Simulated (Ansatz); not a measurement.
A series of calculations on AlH₂SF₃

Part 1: Relaxation

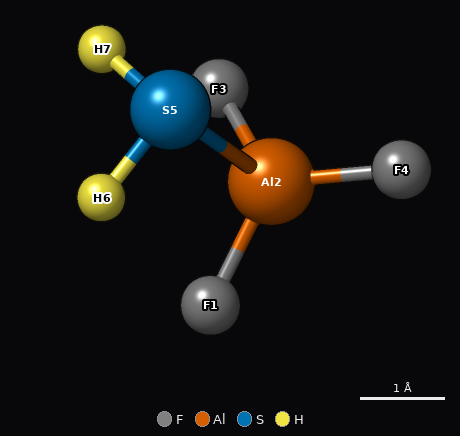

This is the input geometry for a relaxation of AlH₂SF₃. The picture is a ball-and-stick view, seen from a free direction.

The run prepares an end point of a later path (inversion) calculation, from a guessed geometry.

Theory: RKS PBE0/6-31G in Ansatz 0.2.0.

The input:
```yaml
crystal:
  periodic: [false, false, false]
  atoms:
    - { symbol: F, position_ang: [-0.20225, -0.76459, 1.71086] }
    - { symbol: Al, position_ang: [0.35215, -0.9498, 0.16859] }
    - { symbol: F, position_ang: [-0.74354, -1.47242, -0.94565] }
    - { symbol: F, position_ang: [1.95357, -1.19298, -0.09078] }
    - { symbol: S, position_ang: [0.14337, 1.45381, -0.42579] }
    - { symbol: H, position_ang: [-0.52924, 1.70926, 0.69766] }
    - { symbol: H, position_ang: [-0.97406, 1.21674, -1.11489] }
basis:
  gaussian: { orbitals: "6-31G" }
hamiltonian:
  xc: pbe0
relax:
  f_tol: 0.015
  max_steps: 40
```

Launched with:
```bash
ansatz run input.yaml --threads 1 --pin off --max-ram 2048MiB --backend cpu --events-out ev --progress --plain --runs-dir out
```

Q: Predict the outcome.

A: The atom that moves furthest after the best rigid fit is H6 (0.89 Å). Largest moves by element: H 0.89 Å, F 0.52 Å, S 0.36 Å, Al 0.12 Å. Some distances before and after: Al2–F4 1.640 → 1.694 Å, F1–Al2 1.649 → 1.698 Å, Al2–F3 1.648 → 1.695 Å, S5–H6 1.334 → 1.369 Å. Bond angles that change, for instance: Al2–S5–H6 91.5° → 104.0°, H6–S5–H7 92.7° → 96.6°, F1–Al2–S5 95.0° → 97.9°. Groups turn about Al2–S5 by about 55°. After 16 accepted moves (17 points after the start) the energy has fallen by 0.267 eV. Largest force component: 1.6 eV/Å at the start, 0.0015 eV/Å at the end. The line search rejected the trial step at point 13 of the run. The forces were under the threshold at step 14, but the run went on from there.

Step by step:

```json
{"step": "0", "E − E(0), eV": "0.0000", "largest force component, eV/Å": "1.6354", "note": ""}
{"step": "1", "E − E(0), eV": "-0.1850", "largest force component, eV/Å": "0.8586", "note": ""}
{"step": "2", "E − E(0), eV": "-0.2271", "largest force component, eV/Å": "0.1862", "note": ""}
{"step": "3", "E − E(0), eV": "-0.2327", "largest force component, eV/Å": "0.1109", "note": ""}
{"step": "4", "E − E(0), eV": "-0.2336", "largest force component, eV/Å": "0.0944", "note": ""}
{"step": "5", "E − E(0), eV": "-0.2376", "largest force component, eV/Å": "0.0341", "note": ""}
{"step": "6", "E − E(0), eV": "-0.2383", "largest force component, eV/Å": "0.0199", "note": ""}
{"step": "7", "E − E(0), eV": "-0.2407", "largest force component, eV/Å": "0.1585", "note": ""}
{"step": "8", "E − E(0), eV": "-0.2430", "largest force component, eV/Å": "0.2585", "note": ""}
{"step": "9", "E − E(0), eV": "-0.2472", "largest force component, eV/Å": "0.2731", "note": ""}
{"step": "10", "E − E(0), eV": "-0.2521", "largest force component, eV/Å": "0.2974", "note": ""}
{"step": "11", "E − E(0), eV": "-0.2602", "largest force component, eV/Å": "0.2482", "note": ""}
{"step": "12", "E − E(0), eV": "-0.2637", "largest force component, eV/Å": "0.1315", "note": ""}
{"step": "13", "E − E(0), eV": "-0.2633", "largest force component, eV/Å": "0.2186", "note": "rejected"}
{"step": "14", "E − E(0), eV": "-0.2663", "largest force component, eV/Å": "0.0106", "note": ""}
{"step": "15", "E − E(0), eV": "-0.2664", "largest force component, eV/Å": "0.0477", "note": ""}
{"step": "16", "E − E(0), eV": "-0.2665", "largest force component, eV/Å": "0.0331", "note": ""}
{"step": "17", "E − E(0), eV": "-0.2667", "largest force component, eV/Å": "0.0015", "note": ""}
```

The structure at the end:

```xyz
7

F    -0.5439   -0.9570    1.5925
Al    0.3057   -1.0458    0.1246
F    -0.4523   -1.8414   -1.1655
F     1.9975   -0.9988    0.2024
S    -0.0932    1.3098   -0.6490
H     0.2357    2.0749    0.4369
H    -1.4494    1.4583   -0.5419
```

After the run, drawn alike:

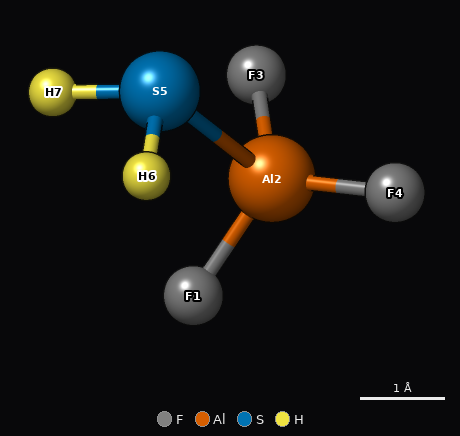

Limits of the set-up: the basis has no polarisation functions, which atoms past neon need.

Part 2: Relaxation

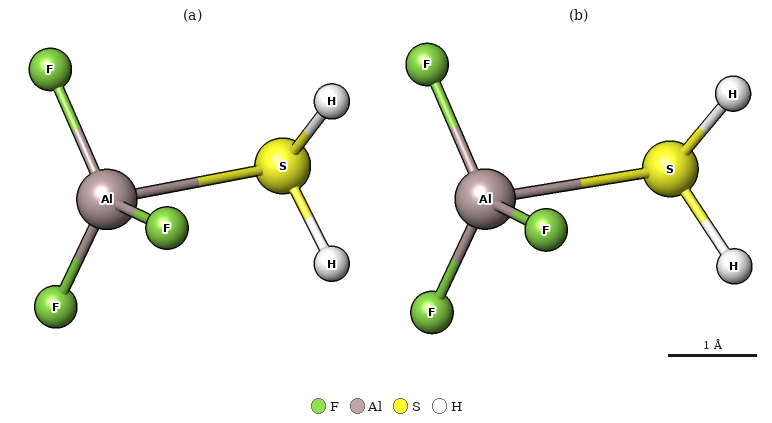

The structure of AlH₂SF₃ before (left) and after (right) a relaxation, at one scale.

The picture is a ball-and-stick view, seen at a tilt.

The run prepares an end point of a later path (inversion) calculation, from a guessed geometry.

The calculation used RKS PBE0/6-31G (Ansatz).

Input file:
```yaml
crystal:
  periodic: [false, false, false]
  atoms:
    - { symbol: F, position_ang: [-0.20225, -0.76459, 1.71086] }
    - { symbol: Al, position_ang: [0.35215, -0.9498, 0.16859] }
    - { symbol: F, position_ang: [-0.74354, -1.47242, -0.94565] }
    - { symbol: F, position_ang: [1.95357, -1.19298, -0.09078] }
    - { symbol: S, position_ang: [0.14337, 1.45381, -0.42579] }
    - { symbol: H, position_ang: [1.25526, 1.75306, 0.24797] }
    - { symbol: H, position_ang: [0.81072, 1.26055, -1.56465] }
basis:
  gaussian: { orbitals: "6-31G" }
hamiltonian:
  xc: pbe0
relax:
  f_tol: 0.015
  max_steps: 40
```

Run as
```bash
ansatz run input.yaml --threads 1 --pin off --max-ram 2048MiB --backend cpu --events-out ev --progress --plain --runs-dir out
```

**Describe what moved and what it gained.**

The largest move after the best rigid fit is that of H6, 0.22 Å. Largest moves by element: H 0.22 Å, F 0.13 Å, S 0.10 Å, Al 0.09 Å. Among the contacts that change: Al2–F4 1.640 → 1.698 Å, Al2–F3 1.648 → 1.694 Å, S5–H6 1.334 → 1.369 Å, Al2–S5 2.485 → 2.512 Å. Among the angles between lasting bonds that change: Al2–S5–H6 91.5° → 103.9°, H6–S5–H7 92.7° → 96.6°, F1–Al2–S5 95.0° → 98.3°. Over 6 geometry steps the energy falls by 29.1 kJ/mol. The largest force component goes from 1.7 to 0.0028 eV/Å.

Limits of the set-up: the basis has no polarisation functions, which atoms past neon need.

Part 3: Path

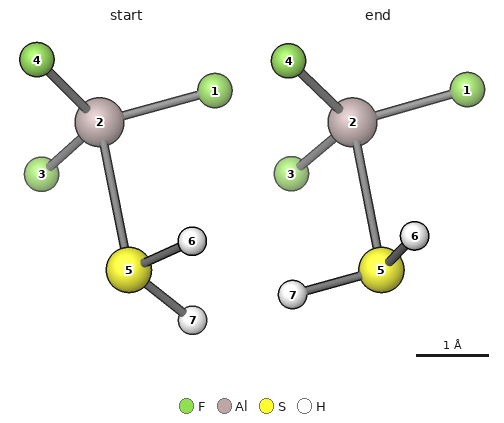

The two relaxed end points of a path for AlH$_{2}$SF$_{3}$. The picture is a ball-and-stick view, seen from a free direction.

These are results of RKS PBE0/6-31G in Ansatz, not measurements.

Set-up: 7 movable images; climbing image; force threshold 0.03 eV/Å; iteration limit 38.

Start:
```xyz
7

F    -0.5548   -0.9808    1.5742
Al    0.3177   -1.0430    0.1184
F    -0.4103   -1.8349   -1.1910
F     2.0074   -0.9744    0.2222
S    -0.1010    1.3152   -0.6369
H     0.2014    2.0732    0.4617
H    -1.4605    1.4446   -0.5487
```

End:
```xyz
7

F    -0.2605   -1.2978    1.8061
Al    0.2062   -1.0595    0.1949
F    -0.6163   -1.8706   -1.0447
F     1.8255   -0.6351   -0.0922
S    -0.8097    1.2122   -0.1446
H    -0.0398    2.0354    0.6316
H    -0.3053    1.6154   -1.3511
```

**What barrier does the band find between them, and by what path?**

The two ends have the same energy, and the highest point, image 4, lies 26.3 kJ/mol above the start. The motion is an umbrella inversion at S5. No bond forms or breaks between the ends. Bond angles that change up to the highest image, for instance: Al2–S5–H6 104.0° → 134.0°, Al2–S5–H7 103.6° → 122.7°. The band converged in 14 iterations. The largest component of the band force went from 20 to 0.024 eV/Å. The climbing image converged on the top of the path. Its vibrational analysis gives one imaginary mode (397i cm⁻¹), as a transition state must have.

Energies of the converged images:

```
image  path (Å)  E (kJ/mol)
    0      0.00         0.0
    1      0.39         0.4
    2      0.78         3.1
    3      1.17        13.3
    4      1.56        26.3
    5      1.95        13.3
    6      2.35         3.1
    7      2.74         0.4
    8      3.13         0.0
```

The geometry at the top of the path:

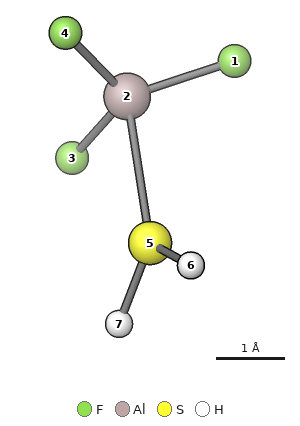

Limits of the set-up: the basis has no polarisation functions, which atoms past neon need.

Cost: 9.3 min on 1 thread of Intel(R) Xeon(R) Processor @ 2.50GHz (Skylake/Cascade Lake), on a shared host, peak memory 0.14 GiB.
